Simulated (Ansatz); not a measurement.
## CH₅SSi: one change and its effect

System: CH₅SSi, charge +1.
Method of the first run: RHF-CCSD(T), frozen core/def2-TZVPP (Ansatz 0.2.0).

The geometry: displaced from a GFN2-xTB structure. Text and figures count atoms from 1; the logs count them from 0 in places.

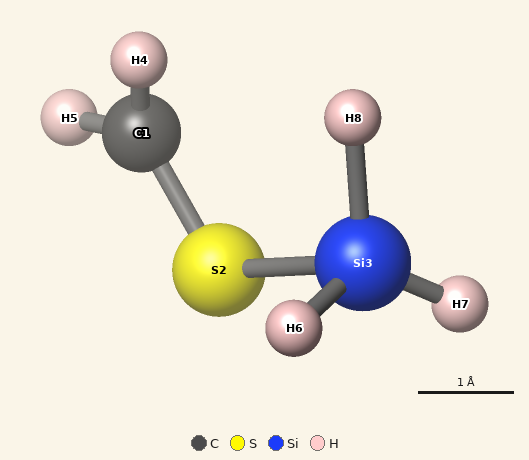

**Figure 1.** The structure (ball-and-stick view, seen at a tilt; atoms are numbered from 1 in the order of the input). Bond lengths as drawn: C–H 1.04 to 1.20 Å, C–S 1.66 Å, H–Si 1.27 to 1.58 Å and S–Si 2.30 Å.

**Input, the first run**
```yaml
crystal:
  periodic: [false, false, false]
  atoms:
    - {symbol: C, position_ang: [-0.674600, 0.590700, -1.476300]}
    - {symbol: S, position_ang: [-1.152400, -0.369400, -0.210500]}
    - {symbol: Si, position_ang: [0.605000, -0.561900, 1.260800]}
    - {symbol: H, position_ang: [0.171100, 1.198000, -1.562500]}
    - {symbol: H, position_ang: [-1.449000, 0.710500, -2.384300]}
    - {symbol: H, position_ang: [0.227500, 0.400800, 2.199300]}
    - {symbol: H, position_ang: [0.580300, -1.821200, 1.424600]}
    - {symbol: H, position_ang: [1.753800, 0.108900, 0.404200]}
basis:
  gaussian: {orbitals: def2-TZVPP}
total_charge: 1
correlation: {method: ccsd_t}
output: {forces: true}
```

Hardware: 4 CPU threads, shared host.

**Output (the first run)**
```
Functional definition: HF
  exchange = exact_x
  correlation = 0
1055 factors; integrals over basis functions are off by at most 1.1e-3 eV
mean field evaluation 1: about -19779.7604 eV, gradient 2.0e1 eV
mean field evaluation 2: about -19779.9878 eV, gradient 2.0e1 eV
mean field evaluation 4: about -19781.5686 eV, gradient 3.4e0 eV
mean field evaluation 8: about -19781.6178 eV, gradient 3.3e-1 eV
mean field evaluation 16: about -19781.6191 eV, gradient 1.6e-6 eV
mean field -19781.61910092 eV, -726.9610934957 hartree, gradient 1.6e-6 eV, S^2 0.000000; 0 other end points of the search recorded, 0 dependent functions left out; unrestricted orbitals would lower it
11 core orbitals not correlated: weight in the atoms' cores, before any rotation towards them, 1.000 or more for the frozen orbitals, at most 0.000 for the correlated occupied ones
reference -19781.61910092 eV, -726.9610934957 hartree; 9, 9 occupied and 165, 165 virtual orbitals, 1055 factors
too little memory for Intel AMX tiles; the run may be slower
second order -12.18685076 eV of doubles, -0.00000000 eV of singles
cycle   1  -12.94576480 eV  change   -7.6e-1 eV  update   1.0e-1
cycle   2  -13.38758707 eV  change   -4.4e-1 eV  update   3.5e-2
cycle   3  -13.51638718 eV  change   -1.3e-1 eV  update   2.4e-2
cycle   4  -13.50763959 eV  change    8.7e-3 eV  update   9.2e-3
cycle   5  -13.50739179 eV  change    2.5e-4 eV  update   4.0e-3
cycle   6  -13.50778447 eV  change   -3.9e-4 eV  update   1.1e-3
cycle   7  -13.50776089 eV  change    2.4e-5 eV  update   4.4e-4
cycle   8  -13.50785970 eV  change   -9.9e-5 eV  update   2.0e-4
cycle   9  -13.50789356 eV  change   -3.4e-5 eV  update   1.0e-4
cycle  10  -13.50782907 eV  change    6.4e-5 eV  update   5.5e-5
cycle  11  -13.50784328 eV  change   -1.4e-5 eV  update   2.7e-5
cycle  12  -13.50785848 eV  change   -1.5e-5 eV  update   8.7e-6
cycle  13  -13.50786708 eV  change   -8.6e-6 eV  update   3.9e-6
perturbative correction -0.63008898 eV, -0.0231553431 hartree
the calculation of the forces begins
Total energy: -19795.75705699 eV, -727.4806537982 hartree
Atom 0 at    -0.674600     0.590700    -1.476300 Å, force    -3.720918    -0.878061    -1.245057 eV/Å
Atom 1 at    -1.152400    -0.369400    -0.210500 Å, force     0.335992     0.495201    -1.172592 eV/Å
Atom 2 at     0.605000    -0.561900     1.260800 Å, force     1.698922     6.498692    -3.402589 eV/Å
Atom 3 at     0.171100     1.198000    -1.562500 Å, force     1.631464     0.532898     0.215352 eV/Å
Atom 4 at    -1.449000     0.710500    -2.384300 Å, force     1.677762    -0.417775     2.239041 eV/Å
Atom 5 at     0.227500     0.400800     2.199300 Å, force    -0.557393     0.689567     1.493276 eV/Å
Atom 6 at     0.580300    -1.821200     1.424600 Å, force    -0.024501    -5.886747     1.035894 eV/Å
Atom 7 at     1.753800     0.108900     0.404200 Å, force    -1.041328    -1.033775     0.836675 eV/Å
Dipole moment:     0.114519     0.167337    -0.216976 e Å
```

For the second run the input was changed thus:
```diff
-correlation: {method: ccsd_t}
+hamiltonian: {xc: {name: wB97M-V}}
```

Predict how the results change.

The total energies belong to different methods, so their difference says nothing on which is more stable or more accurate. The largest force goes from 7.530 to 7.471 eV/Å.

**Output (the second run)**
```
Functional definition: wB97M-V
  parameter omega = 0.3/bohr
  parameter cx = 0.15
  parameter cx01 = 1.007
  parameter cx10 = 0.259
  parameter css00 = 0.443
  parameter css04 = -1.437
  parameter css10 = -4.535
  parameter css20 = -3.390
  parameter css43 = 4.278
  parameter cos00 = 1.000
  parameter cos10 = 1.358
  parameter cos20 = 2.924
  parameter cos21 = -8.812
  parameter cos60 = -1.390
  parameter cos61 = 9.142
  parameter b = 6.0
  parameter c = 0.01
  gx(w, u) = 1 - cx + cx01*u + cx10*w
  gss(w, u) = css00 + css04*u^4 + css10*w + css20*w^2 + css43*w^4*u^3
  gos(w, u) = cos00 + cos10*w + (cos20 + cos21*u)*w^2 + (cos60 + cos61*u)*w^6
  exchange = spin_sum(e_x_unif_sr(omega)*gx(b97_w, b97_u_x)) + cx*exact_x_sr(omega) + exact_x_lr(omega)
  correlation = spin_sum(e_c_pw_mod_same_spin*gss(b97_w, b97_u_same))
      + integral(e_c_pw_mod_opposite_spin*gos(b97_w_opposite, b97_u_opposite)) + vv10(b, c)
1057 factors; their error is unknown
241 factors; integrals over basis functions are off by at most 1.2e-5 eV
mean field evaluation 1: about -19819.1768 eV, gradient 2.9e1 eV
mean field evaluation 2: about -19819.5763 eV, gradient 2.5e1 eV
mean field evaluation 4: about -19821.1412 eV, gradient 1.2e0 eV
mean field evaluation 8: about -19821.1513 eV, gradient 2.9e-2 eV
mean field evaluation 16: about -19821.1520 eV, gradient 7.7e-5 eV
mean field -19821.15198629 eV, -728.4139002367 hartree, gradient 7.7e-5 eV, S^2 0.000000; 0 other end points of the search recorded, 0 dependent functions left out
the calculation of the forces begins
reference -19821.15203492 eV, -728.4139020240 hartree; 20, 20 occupied and 165, 165 virtual orbitals, 1057 factors
Total energy: -19821.15203492 eV, -728.4139020240 hartree
Atom 0 at    -0.674600     0.590700    -1.476300 Å, force    -3.910853    -1.236680    -0.724205 eV/Å
Atom 1 at    -1.152400    -0.369400    -0.210500 Å, force     0.589154     0.870426    -1.633842 eV/Å
Atom 2 at     0.605000    -0.561900     1.260800 Å, force     1.673002     6.449965    -3.379095 eV/Å
Atom 3 at     0.171100     1.198000    -1.562500 Å, force     1.585088     0.505825     0.188327 eV/Å
Atom 4 at    -1.449000     0.710500    -2.384300 Å, force     1.726895    -0.415422     2.263285 eV/Å
Atom 5 at     0.227500     0.400800     2.199300 Å, force    -0.527235     0.633082     1.409034 eV/Å
Atom 6 at     0.580300    -1.821200     1.424600 Å, force    -0.025870    -5.748204     0.998442 eV/Å
Atom 7 at     1.753800     0.108900     0.404200 Å, force    -1.110180    -1.058992     0.878053 eV/Å
Dipole moment:     0.118709     0.185192    -0.244888 e Å
```

**The two runs side by side**

| quantity | the first run | the second run |
| --- | --- | --- |
| outcome | converged | converged |
| total energy (hartree) | −727.480654 | −728.413902 |
| largest force (eV/Å) | 7.530 | 7.471 |
| basis functions | 185 | 185 |
| wall time (shared host) | 51 s | 2.4 s |
